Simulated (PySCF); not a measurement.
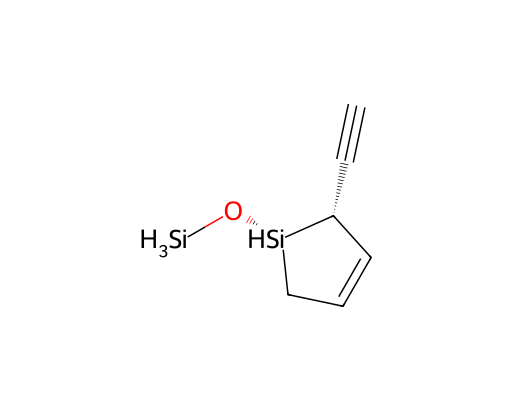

**Write the SMILES.**

C#C[C@@H]1C=CC[Si@@H]1O[SiH3]

**Give the formula, hydrogens included.**

C6H10OSi2.

**An optimisation with PBE0-D3(BJ)/def2-SVP gave a structure of which point group?**

C1.

More results for the same structure follow; atom numbers are the same in all pictures, views and colours differ. Computed geometry: PBE0-D3(BJ)/def2-SVP optimisation. No frequency run is at hand to confirm it as a minimum.

### Shape

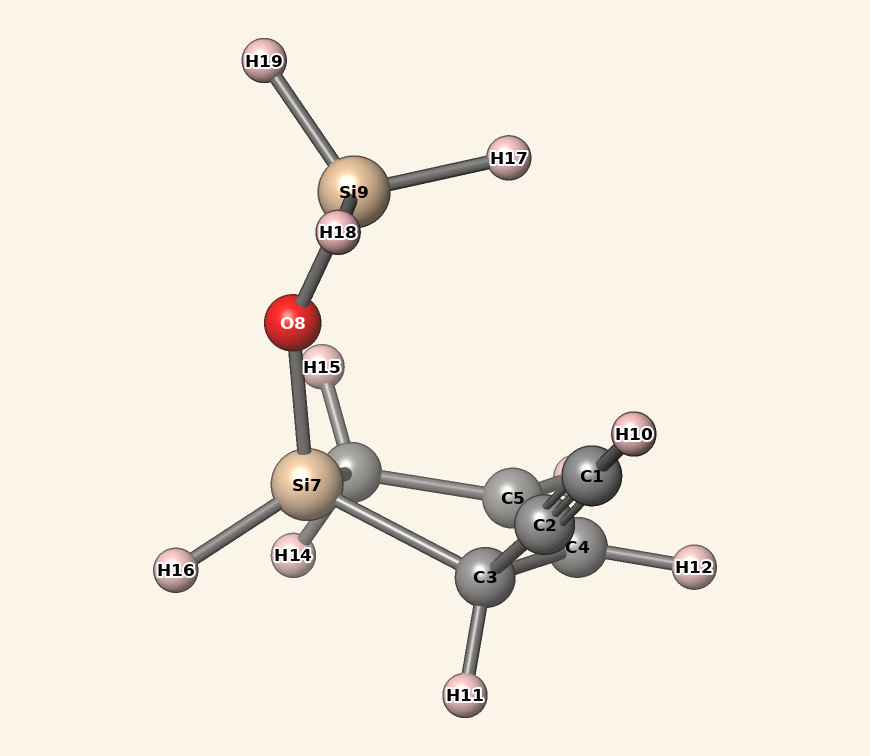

C6 lies behind Si7. The molecule seen a little off the Si7–C6 bond, Si7 in front. Distant atoms are faded towards the background colour. No frequency run is at hand to confirm it as a minimum.

**What is the torsion angle O8–Si7–C6–C5? The sign is positive where the front bond must turn clockwise to cover the back bond.**

99°, about perpendicular. The bonds about Si7–C6 are eclipsed.

### NMR shielding

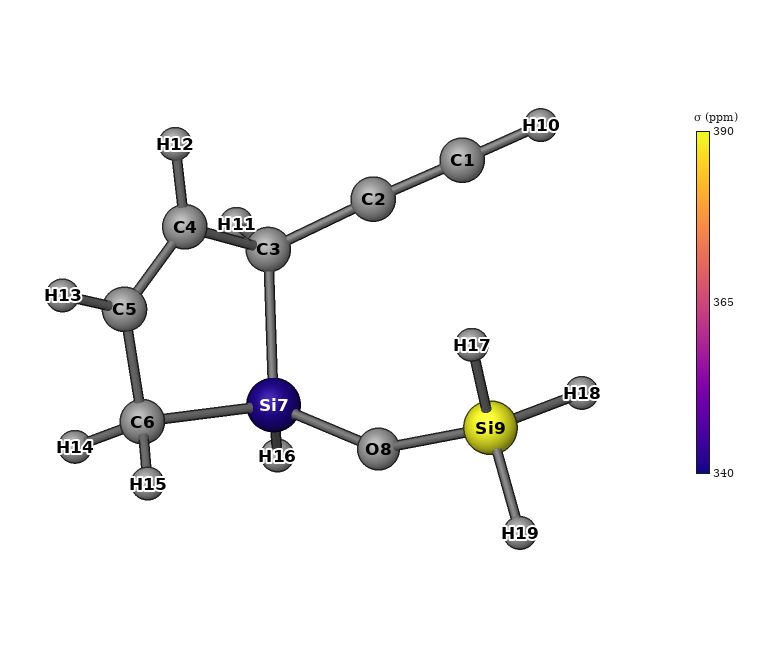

Atoms are coloured by their isotropic NMR shieldings (Si only, the others grey). No frequency run is at hand to confirm it as a minimum. Level of theory: GIAO mPW1PW91/pcSseg-1 NMR shielding, non-relativistic, gas phase (PySCF 2.14.0).

List the isotropic NMR shieldings of the Si atoms.

| atom | σ (ppm) |
| --- | --- |
| Si7 | 341.5 |
| Si9 | 389.4 |

### Excitation

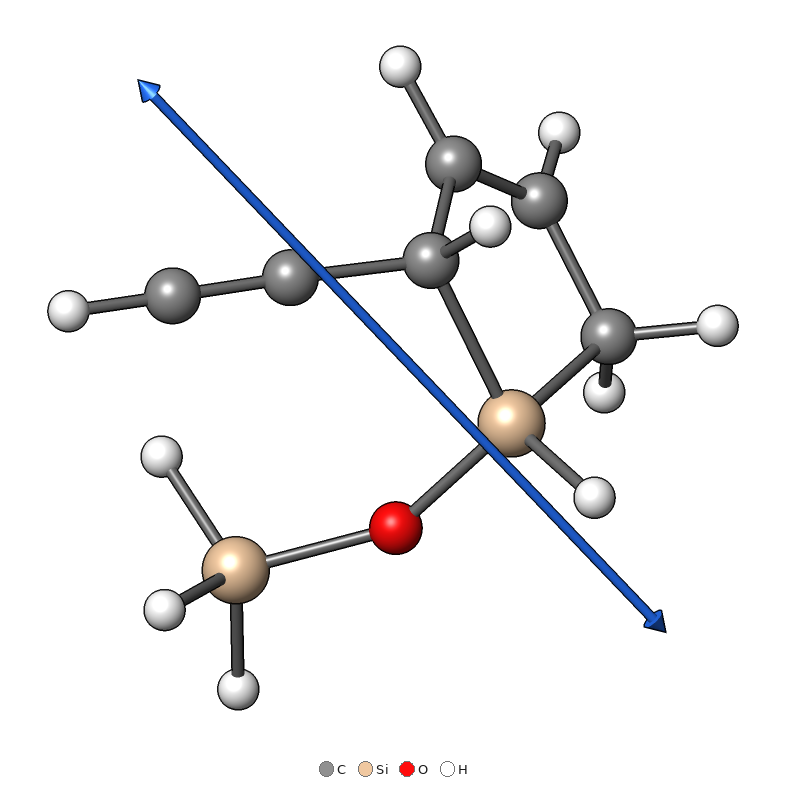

The double arrow shows the direction of the transition dipole to excited singlet state 2 (its length means nothing). No frequency run is at hand to confirm it as a minimum. Method: TDDFT PBE0/def2-SVPD, vertical, gas phase, core orbitals frozen in the response (PySCF 2.14.0).

**Give its energy, strength and character.**

6.21 eV (200 nm), oscillator strength 0.015, mainly HOMO → LUMO+1 (weight 0.79); transition dipole 0.81 D.

### Levels of theory compared

No frequency run is at hand to confirm it as a minimum. Program: PySCF 2.14.0.

Compare HOMO energy (eV) at these levels: PBE0/def2-SVPD; PBE0/pcSseg-1; PBE0/pcSseg-1 in benzene (IEF-PCM); PBE0/pcSseg-1 in dimethylsulfoxide (IEF-PCM); mPW1PW91/pcSseg-1.

```tsv
level	HOMO energy (eV)
PBE0/def2-SVPD	−7.12
PBE0/pcSseg-1	−7.12
PBE0/pcSseg-1 in benzene (IEF-PCM)	−7.10
PBE0/pcSseg-1 in dimethylsulfoxide (IEF-PCM)	−7.11
mPW1PW91/pcSseg-1	−7.15
```

### Quadrupole coupling

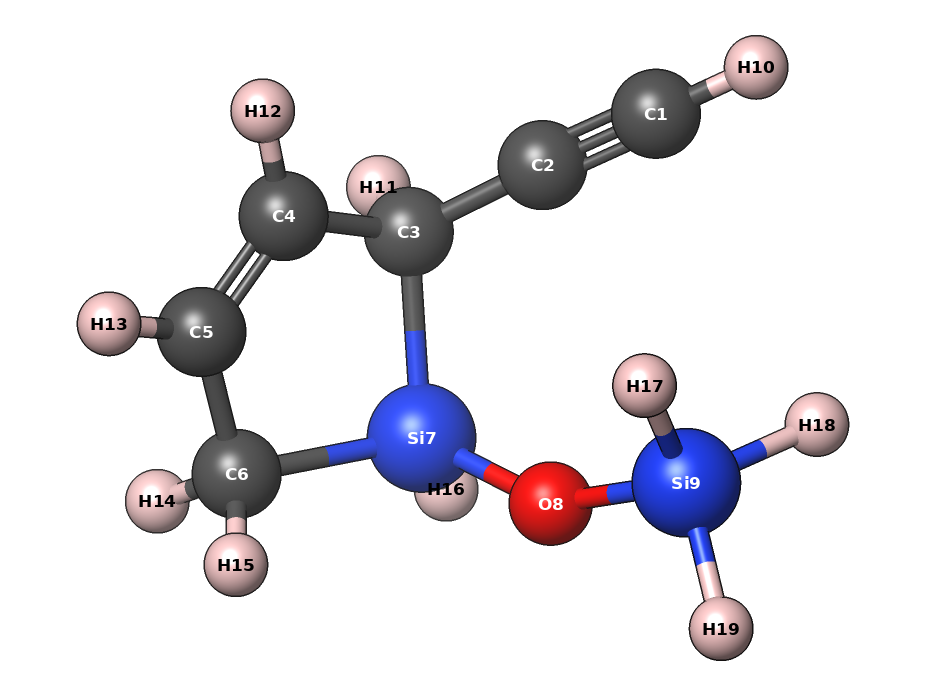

No frequency run is at hand to confirm it as a minimum. Electric field gradients from the ground-state density, PBE0/pcSseg-1 in benzene (IEF-PCM) (PySCF 2.14.0), non-relativistic apart from any core potentials.

Give the largest field-gradient component, the quadrupole coupling constant and the asymmetry for 17O at O8 (Q = −25.6 mb).

```
atom  V_zz (a.u.)  e²qQ/h (MHz)     η
  O8        1.167         −7.02  0.14
```
